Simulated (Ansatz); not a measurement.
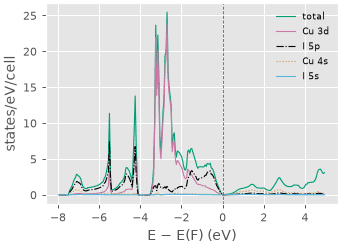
Figure: Total and projected density of states of CuI in space group R-3m (No. 166; Cu on 6c, I on 3a, I on 3b), LDA in the plane-wave PAW code Ansatz

Task: Which orbitals carry the states next to the Fermi level?

Result: Within 0.5 eV of the Fermi level: I 5p 74 %, Cu 3d 20 %. Projections are on Löwdin-orthogonalised atomic valence shells; empty p or d shells of many metals are not among them.

Task: Where is the tallest occupied peak in this window, and what makes it?

Result: Near -2.7 eV, about 25 states/eV per cell; the largest projected share is Cu 3d.

The first step of the workflow began from a Materials Project structure, measured or hypothetical; the Crystallography Open Database copy checked does not list it. It is not the phase usual at ambient conditions (space group No. 216). The cell was relaxed with LDA under the symmetry of its start; phonons show weakly imaginary modes. No spin polarisation was allowed. Its formation energy is positive at this level, so the cell may be metastable or incomplete. A small band overlap can be real or an error of a semilocal functional. Scalar-relativistic: spin–orbit coupling is off unless named, which matters more the heavier the elements.

Potentials: the later of the program's two PAW sets.
